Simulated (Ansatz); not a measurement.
# C₃H₉BrGe: small, medium and large basis sets

Aim: see how fast density functionals converge with the basis set for C₃H₉BrGe.

Computed with Ansatz 0.2.0, Gaussian basis. Level: one geometry, several basis sets.

Plan: PBE0-D4/def2-SVP; ωB97M-V/def2-SVP; PBE0-D4/def2-QZVPP; ωB97M-V/def2-QZVPP; the functionals' def2-TZVPP values are taken from earlier runs.

## (1) Structure used throughout

An earlier PBE0-D4 in a triple-zeta def2 set relaxation fixed the geometry.

SMILES `[CH3][Ge]([CH3])([CH3])[Br]`, 14 atoms, charge 0, spin multiplicity 1.

Atoms are counted from 1 here; the program's logs count them from 0.

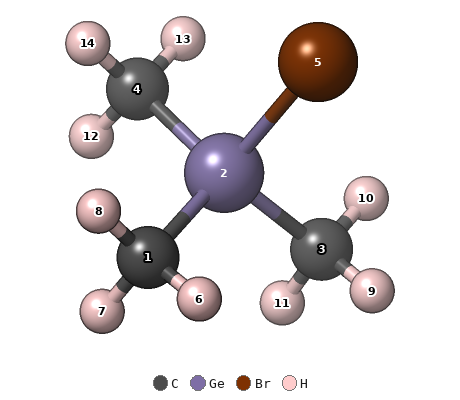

The structure; carbon dark grey, germanium purple, bromine brown, hydrogen pink; atoms are numbered from 1 in the order of the file.

Coordinates:

```xyz
14
C3H9BrGe
C    -1.76276    0.64523   -0.00720
Ge    0.13720    0.27098   -0.19914
C     1.08217    0.31806    1.50132
C     0.47801   -1.36465   -1.19681
Br    1.01928    2.01520   -1.48447
H    -1.90854    1.60384    0.49132
H    -2.23815   -0.13853    0.58724
H    -2.23917    0.68303   -0.98716
H     0.92486    1.27880    1.99217
H     2.15128    0.17640    1.34125
H     0.71375   -0.47705    2.15380
H     0.08974   -2.22435   -0.64562
H     1.54974   -1.49661   -1.34741
H    -0.01051   -1.31967   -2.17049
```

## (2) PBE0-D4 in def2-SVP

in.yaml

```yaml
crystal:
  periodic: [false, false, false]
  atoms:
    - {symbol: C, position_ang: [-1.762756, 0.645234, -0.007202]}
    - {symbol: Ge, position_ang: [0.137205, 0.270975, -0.199142]}
    - {symbol: C, position_ang: [1.082166, 0.318062, 1.501322]}
    - {symbol: C, position_ang: [0.478006, -1.364646, -1.196813]}
    - {symbol: Br, position_ang: [1.019282, 2.015199, -1.484467]}
    - {symbol: H, position_ang: [-1.908536, 1.603844, 0.491315]}
    - {symbol: H, position_ang: [-2.238151, -0.138532, 0.587242]}
    - {symbol: H, position_ang: [-2.239167, 0.683028, -0.987157]}
    - {symbol: H, position_ang: [0.924856, 1.278803, 1.992173]}
    - {symbol: H, position_ang: [2.151283, 0.176402, 1.341253]}
    - {symbol: H, position_ang: [0.713747, -0.477046, 2.153798]}
    - {symbol: H, position_ang: [0.089737, -2.224349, -0.645623]}
    - {symbol: H, position_ang: [1.549737, -1.496609, -1.347414]}
    - {symbol: H, position_ang: [-0.010508, -1.319665, -2.170486]}
basis:
  gaussian: {orbitals: def2-SVP}
hamiltonian: {xc: pbe0, dispersion: d4}
output: {orbitals: {seedname: orbitals}}
```

On the command line:

```bash
$ ansatz run in.yaml --threads 2 --pin off --events-out ev --progress --plain --max-ram 32768MiB --backend cpu
```

What it wrote:

```text
Functional definition: PBE0
  name "PBE0"
  cite "Adamo & Barone, J. Chem. Phys. 110, 6158 (1999) doi:10.1063/1.478522"
  cite "Perdew, Burke & Ernzerhof, Phys. Rev. Lett. 77, 3865 (1996) doi:10.1103/PhysRevLett.77.3865"
  parent pbe
  parameter a = 0.25
  parameter kappa = 0.804
  parameter beta = 0.06672455060314922
  exchange = (1 - a)*pbe_x(kappa = kappa, mu = beta*pi^2/3) + a*exact_x
  correlation = pbe_c(beta = beta)
1528 factors; integrals over basis functions are off by at most 1.1e-3 eV
mean field evaluation 1: about -129776.8503 eV, gradient 6.7e1 eV
mean field evaluation 2: about -129774.4784 eV, gradient 7.2e1 eV
mean field evaluation 4: about -129787.3396 eV, gradient 1.7e0 eV
mean field evaluation 8: about -129787.4682 eV, gradient 9.9e-2 eV
mean field evaluation 16: about -129787.4682 eV, gradient 5.8e-5 eV
mean field -129787.46824857 eV, -4769.6014850292 hartree, gradient 5.8e-5 eV, S^2 0.000000; 0 other end points of the search recorded, 0 dependent functions left out
reference -129787.46828006 eV, -4769.6014861864 hartree; 47, 47 occupied and 104, 104 virtual orbitals, 1528 factors
Total energy: -129787.75224228 eV, -4769.6119216055 hartree
```

It took 3.7 s on 2 threads of AMD EPYC 7R13, shared host; peak memory 0.49 GiB.

## (3) ωB97M-V in def2-SVP

in.yaml: that of step 2 with these lines changed.

```diff
@@ -19,3 +19,3 @@
   gaussian: {orbitals: def2-SVP}
-hamiltonian: {xc: pbe0, dispersion: d4}
+hamiltonian: {xc: {name: wB97M-V}}
 output: {orbitals: {seedname: orbitals}}
```

The command is unchanged.

What it wrote (excerpt; [...] marks lines left out):

```text
Functional definition: wB97M-V
  name "wB97M-V"
  cite "Mardirossian & Head-Gordon, J. Chem. Phys. 144, 214110 (2016) doi:10.1063/1.4952647"
  cite "Becke, J. Chem. Phys. 107, 8554 (1997) doi:10.1063/1.475007"
  cite "Vydrov & Van Voorhis, J. Chem. Phys. 133, 244103 (2010) doi:10.1063/1.3521275"
  # Of w^i u^j: cxij and so on, Table III.
[...]
  gx(w, u) = 1 - cx + cx01*u + cx10*w
  gss(w, u) = css00 + css04*u^4 + css10*w + css20*w^2 + css43*w^4*u^3
  gos(w, u) = cos00 + cos10*w + (cos20 + cos21*u)*w^2 + (cos60 + cos61*u)*w^6
[...]
      + integral(e_c_pw_mod_opposite_spin*gos(b97_w_opposite, b97_u_opposite)) + vv10(b, c)
1528 factors; integrals over basis functions are off by at most 1.1e-3 eV
398 factors; integrals over basis functions are off by at most 7.0e-6 eV
[...]
mean field -129797.36562127 eV, -4769.9652067674 hartree, gradient 2.9e-5 eV, S^2 0.000000; 0 other end points of the search recorded, 0 dependent functions left out
reference -129797.36566701 eV, -4769.9652084484 hartree; 47, 47 occupied and 104, 104 virtual orbitals, 1528 factors
Total energy: -129797.36566701 eV, -4769.9652084484 hartree
```

Wall time 11 s (2 threads of AMD EPYC 7R13, shared host); peak memory 0.68 GiB.

## (4) PBE0-D4 in def2-QZVPP

in.yaml: that of step 3 with these lines changed.

```diff
@@ -18,4 +18,4 @@
 basis:
-  gaussian: {orbitals: def2-SVP}
-hamiltonian: {xc: {name: wB97M-V}}
+  gaussian: {orbitals: "def2-QZVPP.json"}
+hamiltonian: {xc: pbe0, dispersion: d4}
 output: {orbitals: {seedname: orbitals}}
```

On the command line:

```bash
$ ansatz run in.yaml --threads 2 --pin off --events-out ev --progress --plain --max-ram 32768MiB --backend cuda --devices 0, --max-vram 18GiB
```

What it wrote:

```text
Functional definition: PBE0
  name "PBE0"
  cite "Adamo & Barone, J. Chem. Phys. 110, 6158 (1999) doi:10.1063/1.478522"
  cite "Perdew, Burke & Ernzerhof, Phys. Rev. Lett. 77, 3865 (1996) doi:10.1103/PhysRevLett.77.3865"
  parent pbe
  parameter a = 0.25
  parameter kappa = 0.804
  parameter beta = 0.06672455060314922
  exchange = (1 - a)*pbe_x(kappa = kappa, mu = beta*pi^2/3) + a*exact_x
  correlation = pbe_c(beta = beta)
2194 factors; their error is unknown
mean field evaluation 1: about -129794.2488 eV, gradient 8.4e1 eV
mean field evaluation 2: about -129789.4043 eV, gradient 9.2e1 eV
mean field evaluation 4: about -129809.2584 eV, gradient 3.6e0 eV
mean field evaluation 8: about -129809.2739 eV, gradient 7.7e-2 eV
mean field evaluation 16: about -129809.5918 eV, gradient 1.4e-4 eV
mean field -129809.59183785 eV, -4770.4145119392 hartree, gradient 1.6e-5 eV, S^2 0.000000; 0 other end points of the search recorded, 0 dependent functions left out
reference -129809.59188181 eV, -4770.4145135550 hartree; 47, 47 occupied and 572, 572 virtual orbitals, 2194 factors
Total energy: -129809.87584403 eV, -4770.4249489741 hartree
```

Run time: 5 s. Hardware: 1 × H100 (card shared with other runs) with 2 threads of AMD EPYC 7R13, shared host; peak host memory 1.2 GiB.

## (5) ωB97M-V in def2-QZVPP

in.yaml: that of step 4 with these lines changed.

```diff
@@ -19,3 +19,3 @@
   gaussian: {orbitals: "def2-QZVPP.json"}
-hamiltonian: {xc: pbe0, dispersion: d4}
+hamiltonian: {xc: {name: wB97M-V}}
 output: {orbitals: {seedname: orbitals}}
```

The command is unchanged.

What it wrote (excerpt; [...] marks lines left out):

```text
Functional definition: wB97M-V
  name "wB97M-V"
  cite "Mardirossian & Head-Gordon, J. Chem. Phys. 144, 214110 (2016) doi:10.1063/1.4952647"
  cite "Becke, J. Chem. Phys. 107, 8554 (1997) doi:10.1063/1.475007"
  cite "Vydrov & Van Voorhis, J. Chem. Phys. 133, 244103 (2010) doi:10.1063/1.3521275"
  # Of w^i u^j: cxij and so on, Table III.
[...]
  gx(w, u) = 1 - cx + cx01*u + cx10*w
  gss(w, u) = css00 + css04*u^4 + css10*w + css20*w^2 + css43*w^4*u^3
  gos(w, u) = cos00 + cos10*w + (cos20 + cos21*u)*w^2 + (cos60 + cos61*u)*w^6
[...]
      + integral(e_c_pw_mod_opposite_spin*gos(b97_w_opposite, b97_u_opposite)) + vv10(b, c)
2151 factors; their error is unknown
480 factors; integrals over basis functions are off by at most 1.2e-5 eV
[...]
mean field -129819.60858723 eV, -4770.7826206895 hartree, gradient 3.8e-5 eV, S^2 0.000000; 0 other end points of the search recorded, 0 dependent functions left out
reference -129819.60865629 eV, -4770.7826232273 hartree; 47, 47 occupied and 572, 572 virtual orbitals, 2151 factors
Total energy: -129819.60865629 eV, -4770.7826232273 hartree
```

Wall time 8.5 s (1 × H100 (card shared with other runs) with 2 threads of AMD EPYC 7R13, shared host); peak host memory 1.3 GiB.

## (6) Density functionals: the series

The def2-TZVPP values come from earlier runs at the same geometry.

| functional | basis | functions | energy (eV) | from the largest (eV) | HOMO (eV) | LUMO (eV) |
| --- | --- | --- | --- | --- | --- | --- |
| PBE0-D4 | def2-SVP | 151 | -129787.7522 | 22.124 | -7.58 | 0.77 |
| PBE0-D4 | def2-TZVPP | 315 | -129807.0467 | 2.829 | -7.73 | 0.48 |
| PBE0-D4 | def2-QZVPP | 619 | -129809.8758 | 0.000 | -7.75 | 0.30 |
| ωB97M-V | def2-SVP | 151 | -129797.3657 | 22.243 | -9.78 | 2.74 |
| ωB97M-V | def2-TZVPP | 315 | -129816.8613 | 2.747 | -9.95 | 2.15 |
| ωB97M-V | def2-QZVPP | 619 | -129819.6087 | 0.000 | -9.96 | 1.43 |

## (7) Results

```
                                       quantity           value
PBE0-D4: double and triple zeta above quadruple  22.12, 2.83 eV
ωB97M-V: double and triple zeta above quadruple  22.24, 2.75 eV
```

What this shows: For PBE0-D4 the step from double to triple zeta gains 19.29 eV and the next only 2.83 eV. These are total energies; as a rule much of such shifts cancels in differences, which this series doesn't test. The LUMO of ωB97M-V is positive and keeps falling with the basis (2.74 to 1.43 eV): an unbound level that the basis holds in place.
